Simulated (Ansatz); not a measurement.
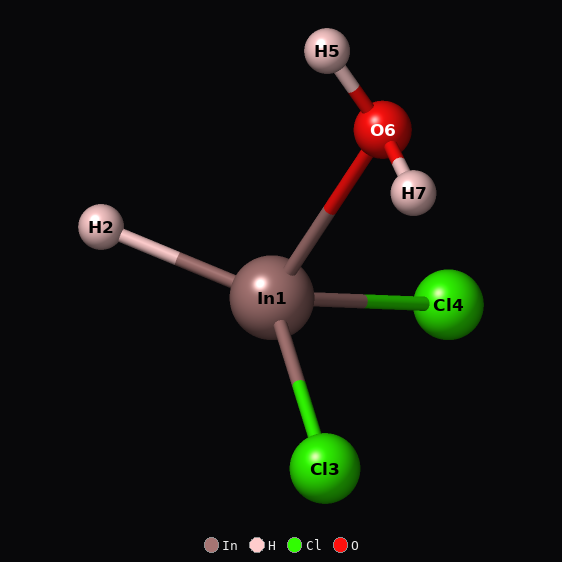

Harmonic vibrations computed with RKS PBE0-D4/def2-TZVP, core potentials on In (Ansatz 0.2.0) at a stationary point of the same level.

Q: Is this a minimum or a saddle point?

A: A minimum: no imaginary frequency, and the lowest mode lies at 85 cm⁻¹.

Q: List the wavenumbers.

A: 15 modes: 85, 92, 105, 167, 250, 340, 355, 412, 442, 481, 581, 1619, 1890, 3763, 3896 cm⁻¹.
